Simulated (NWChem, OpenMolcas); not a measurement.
**NCO (nco radical): methods side by side**

NCO has 3 atoms, charge 0, and is taken as a doublet. SMILES: `[N]=C=O`. The shape is that of a PBE0-D4/def2-TZVP optimisation.

```xyz
3

N     0.9682    0.4231    0.5792
C    -0.0138   -0.0060   -0.0083
O    -0.9544   -0.4171   -0.5710
```

Quantity: the dipole moment, in D. The values are calculated.

Measured value to compare with: NIST CCCBDB gives the dipole moment of the gas as 0.64 D.

```csv
level,kind,program,value (D),computed − measured
USVWN5/cc-pVTZ,LDA,NWChem,0.82,+0.18
UPBE/cc-pVTZ,GGA,NWChem,0.82,+0.18
U-r2SCAN/cc-pVTZ,meta-GGA,OpenMolcas,0.81,+0.17
UM06-L/cc-pVTZ,meta-GGA,NWChem,0.80,+0.16
UTPSS/cc-pVTZ,meta-GGA,OpenMolcas,0.80,+0.16
UBHLYP/cc-pVTZ,global hybrid,OpenMolcas,0.69,+0.05
UPBE0/cc-pVTZ,global hybrid,OpenMolcas,0.74,+0.10
UCAM-B3LYP/cc-pVTZ,range-separated hybrid,NWChem,0.72,+0.08
```

Nearest: UBHLYP/cc-pVTZ (+0.05 D); farthest: USVWN5/cc-pVTZ (+0.18 D). The measured dipole is a vibrational average, so differences of a few hundredths of a debye mean little. Computed less measured by kind, in D (cc-pVTZ rows): LDA +0.18; GGA +0.18; meta-GGA +0.16 to +0.17; global hybrid +0.05 to +0.10; range-separated hybrid +0.08. Magnitudes only: a small dipole may point the other way at some levels.

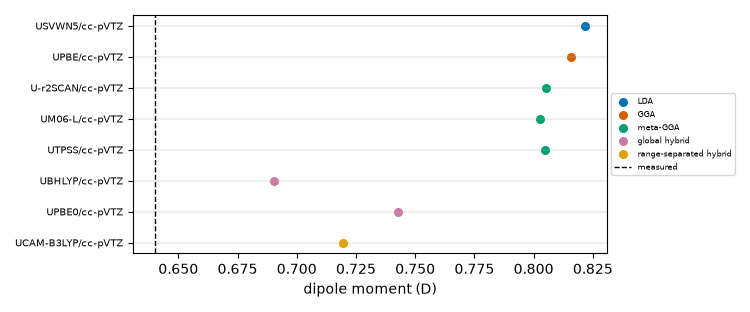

The values of the table, level by level.
